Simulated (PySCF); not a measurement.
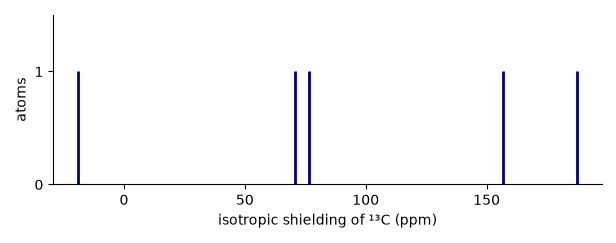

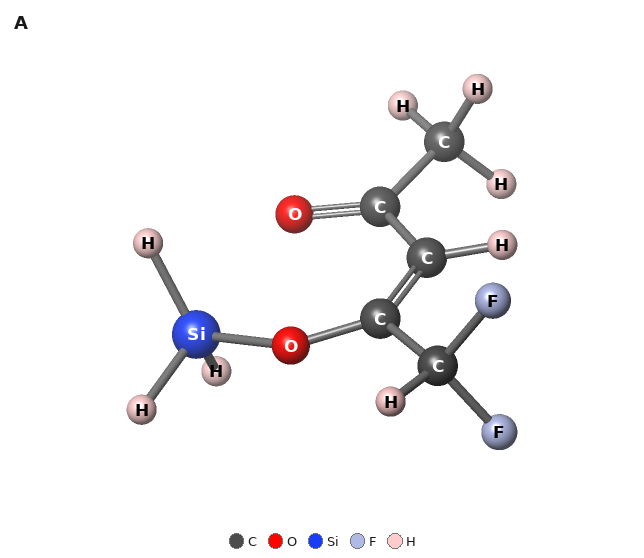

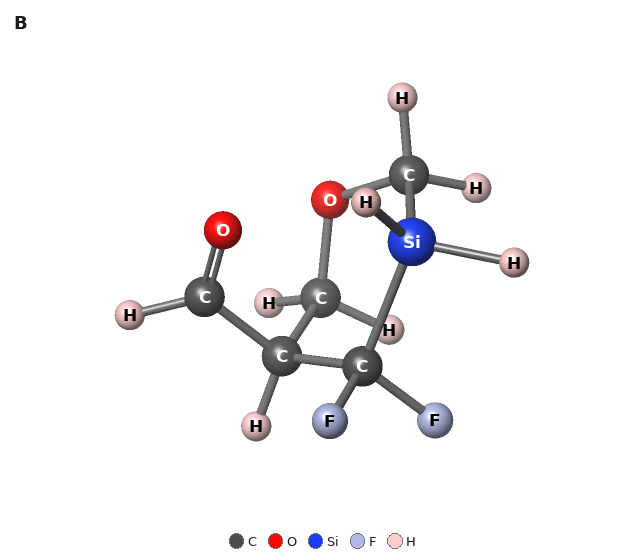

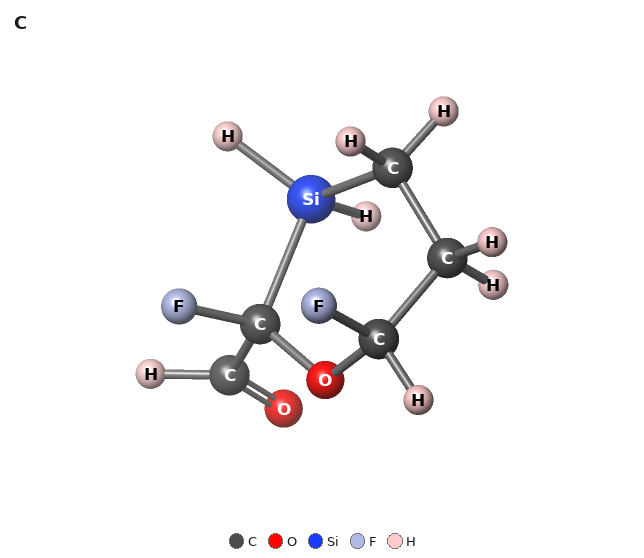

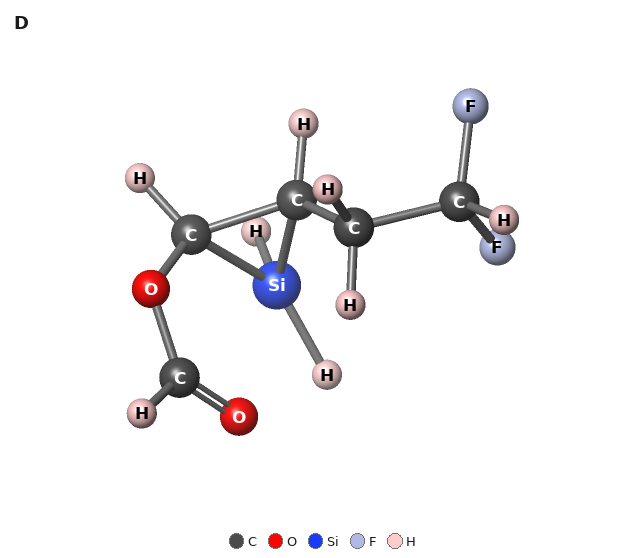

The sticks are computed shieldings of one of the molecules, for one fixed geometry (GFN2-xTB) without averaging over rotations. Low shielding means a high chemical shift. Method: GIAO PBE0/pcSseg-1 NMR shielding, non-relativistic, gas phase (PySCF 2.14.0).

Which molecule gives this pattern?

C, `O=C[C@@]1(F)O[C@H](F)CC[SiH2]1`. Its 5 C atoms give lines at −19.0, 70.6, 76.7, 156.9, 187.2 ppm.

The geometry is semi-empirical. Around Si such bond lengths and angles can be off by a tenth of an ångström or more and by several degrees, and values that hang on the shape move with them.
